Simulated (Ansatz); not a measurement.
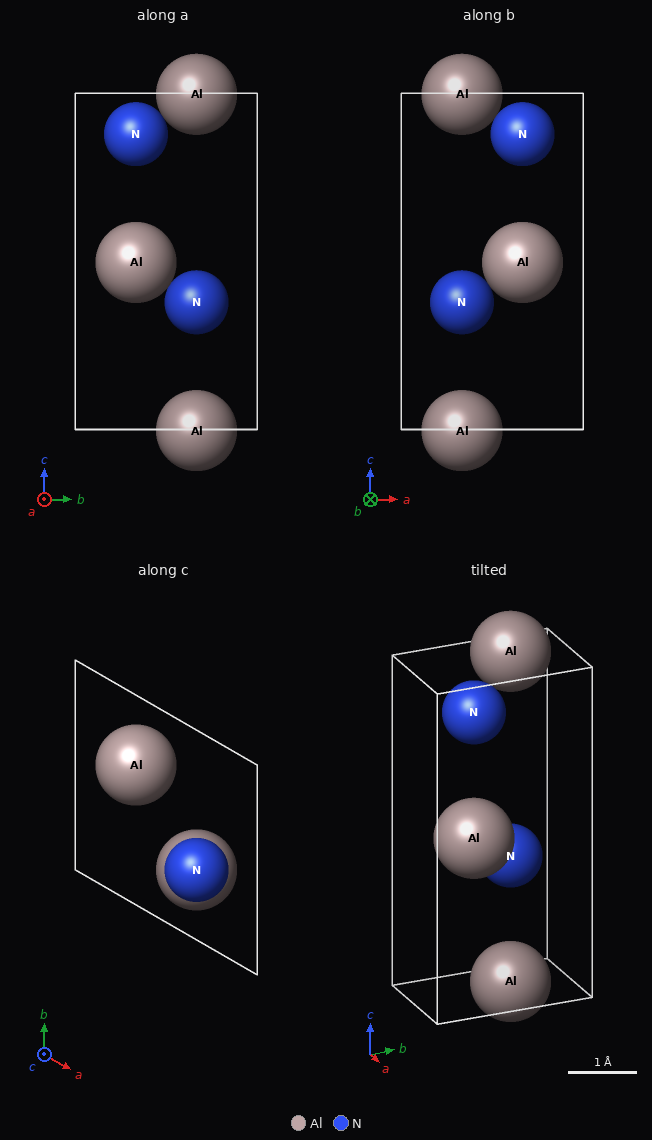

This spheres-only model is shown along the a axis, along the b axis, along the c axis and slightly off an axis. The conventional unit cell is outlined; an atom on or near a face, edge or corner is repeated at each equivalent position.

Lattice parameters: a = 3.130 Å, b = 3.130 Å, c = 5.018 Å, α = 90.00°, β = 90.00°, γ = 120.00°.

Q: From the views, write a table of Wyckoff sites, with free fractional coordinates to two decimals.

A: Space group P6_3mc (No. 186).
```
atom  site       x       y     z
  Al    2b  0.3333  0.6667  0.00
   N    2b  0.3333  0.6667  0.38
```

The model was built from a structure type filled with these elements by a generator (whether the compound takes this form wasn't checked). What is shown is the relaxed result from DFT, PBE, plane waves, PAW in Ansatz.
